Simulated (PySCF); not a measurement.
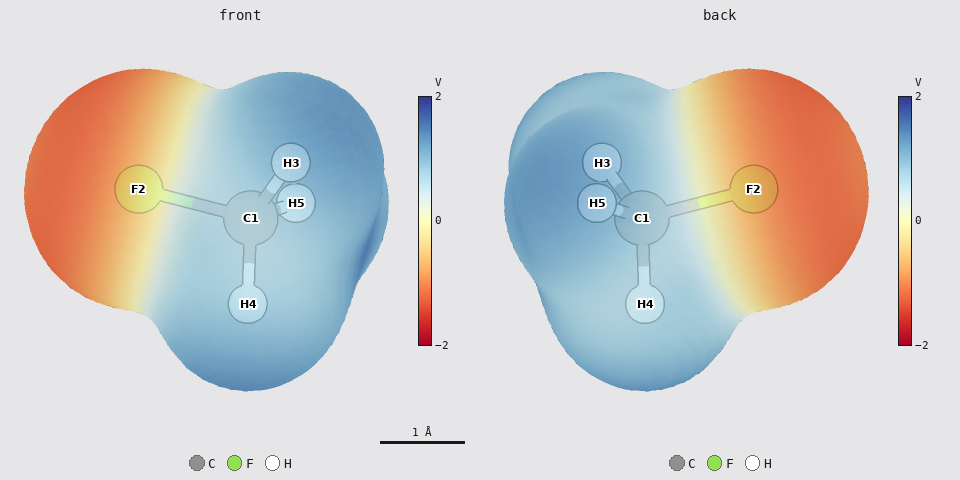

Figure. CH₃F (SMILES CF). The electrostatic potential painted on the density surface at 0.004 e/bohr³, seen from the front and from behind; red is negative and blue positive.

Geometry: GFN2-xTB, MD frame at 250 fs, 300 K.

Level of theory: PySCF 2.14.0, PBE0/def2-SVPD, SCF density, gas phase.

```tsv
atom	x (Å)	y (Å)	z (Å)
C	-0.0410	0.2818	0.1863
F	0.2812	-0.6723	-0.7796
H	0.8824	0.8421	0.5165
H	-0.7695	0.8936	-0.2900
H	-0.4317	-0.2530	1.0804
```

Which sites attract a positive test charge, and which a negative one?

A positive charge is drawn to the negative regions and a negative charge to the positive ones. The most negative region (about −1.2 V) lies over F2, the most positive (about +1.5 V) over C1.
